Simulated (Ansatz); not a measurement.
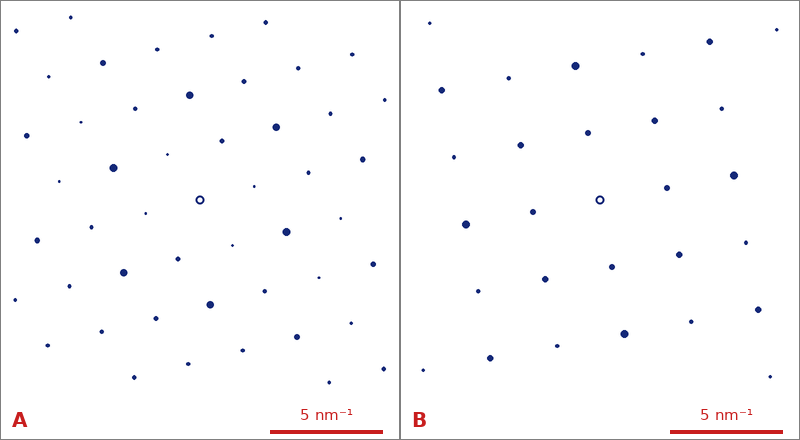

Kinematic electron diffraction patterns (120 kV, B = 0.5 Å², same scale, each along a low-index zone) of two structures of composition SnPb2, each relaxed at zero pressure with DFT PBE, scalar-relativistic, plane waves, PAW (Ansatz).

The structures (standard cells):
1. Fd-3m (No. 227), a = 9.235 Å, 24 atoms; generated start, possibly hypothetical
2. P4_2/mnm (No. 136), a = 7.040 Å, c = 4.813 Å, 6 atoms; generated start, possibly hypothetical

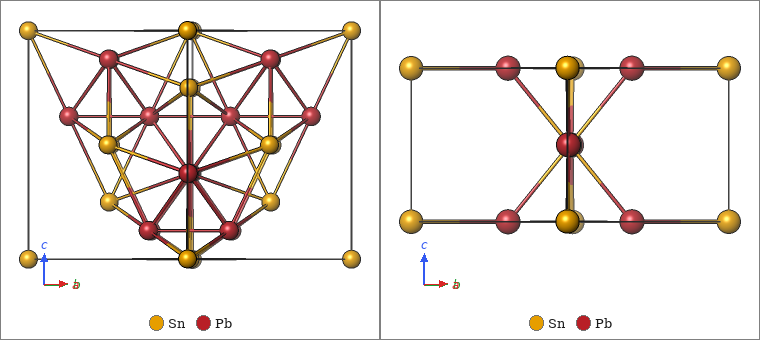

Drawings of the structures 1 to 2, from left to right (each may span several cells).

Question: Which pattern belongs to which structure, and along which zone?

Answer: A is structure 2 along [100] or an equivalent direction: centred rectangular net of 0 1 1 (weak) at d = 3.97 Å and 0 -1 1 (weak) at d = 3.97 Å, 68.7° apart (some points of this net are extinct or too weak to see). B is structure 1 along [001] or an equivalent direction: square net of 2 -2 0 at d = 3.27 Å and 2 2 0 at d = 3.27 Å, 90.0° apart (some points of this net are extinct or too weak to see).

Question: Which structure lies lowest at this level of theory, and by how much?

Answer: Structure 1 (Fd-3m, 32.82 Å³ an atom) is the lowest of these; structure 2 (P4_2/mnm, 39.76 Å³ an atom) lies about 100 meV an atom higher. These are static energies at 0 K; other structures, not shown, may lie lower still.
